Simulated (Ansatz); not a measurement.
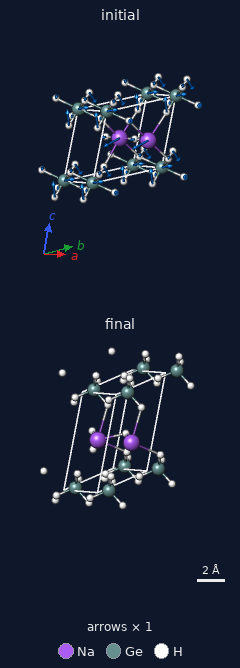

The structure of crystalline NaGeH5 (built on the AlCrF5-71 type type) before (top) and after (bottom) a relaxation, at one scale. The blue arrows give the displacements (the part carried along by the change of the cell is left out), at their true length.

Style: ball-and-stick. Shown: the cell of the calculation, reduced to other axes, from a free direction. Lengths and directions refer to the drawn axes.

Case: shaken.

Computed with DFT, PBEsol, plane waves, PAW (Ansatz 0.2.0).

The input:
```yaml
crystal:
  lattice:
    - [-1.694517635, 3.4818428127, 4.2128493691]
    - [1.682788417, -3.4358660595, 4.1705470946]
    - [1.6845499127, 3.4309695602, -4.1752580412]
  atoms:
    - { symbol: Na, position: [0.4962485427, 0.5038712304, 0.0050168347] }
    - { symbol: Ge, position: [-0.0029628132, -0.0138777629, -0.0075667734] }
    - { symbol: H, position: [0.8379926331, 0.4988669987, 0.3674548455] }
    - { symbol: H, position: [0.1429033205, 0.4887287677, 0.6277720307] }
    - { symbol: H, position: [0.1858423495, 0.1753159109, 0.0081152971] }
    - { symbol: H, position: [0.817466448, 0.7918218644, -0.0085933481] }
    - { symbol: H, position: [0.5001698567, 0.0232564207, 0.5529716514] }
kpoints:
  mp_grid: { grid: [6, 6, 6] }
hamiltonian:
  xc: pbesol
scf:
  occupations: { method: fermi_dirac, width: 0.05 }
relax:
  f_tol: 0.01
  cell: {}
  max_steps: 120
```

Run as
```bash
ansatz run input.yaml --threads 4 --pin off --max-ram 4608MiB --backend cpu --events-out ev --progress --plain --runs-dir out
```

**What changed between the two?**

Over 56 accepted moves (65 points after the start) the energy falls by 389 meV per atom. The largest force component goes from 1.8 to 0.0015 eV/Å. The pressure goes from 0.30 to 0.00 GPa. The line search rejected the trial steps at points 20, 32, 43, 55, 63 of the run. At 4 points the geometry stayed and the basis and grid were re-selected for the new cell (energy shift of 6.6 meV per atom at most each time). The atom that moves furthest relative to the cell is Na1 (1.47 Å roughly along [1 −3 0]). Largest moves by element: Na 1.47 Å, H 1.30 Å, Ge 1.00 Å. Cell: a 3.367 → 3.968 Å (+17.9 %), b 5.660 → 4.045 Å (−28.5 %), c 5.709 → 7.707 Å (+35.0 %), α 74.9° → 58.5°, β 73.1° → 75.0°, γ 72.7° → 61.1°. Volume −5.3 %. Near-neighbour distances that change, for instance: Na1–H7 5.255 → 2.333 Å, Na1–H5 2.692 → 5.240 Å, Ge2–H4 1.927 → 3.333 Å, Ge2–H3 2.044 → 3.309 Å. New bonds form, among them: Na1–H7 (5.25 → 2.33 Å). Among the angles between lasting bonds that change: H5–Ge2–H6 176.3° → 107.3°, H7–Na1–H7 169.7° → 117.3°, Na1–H7–Na1 169.7° → 117.3°. The space group stays P1 (No. 1).
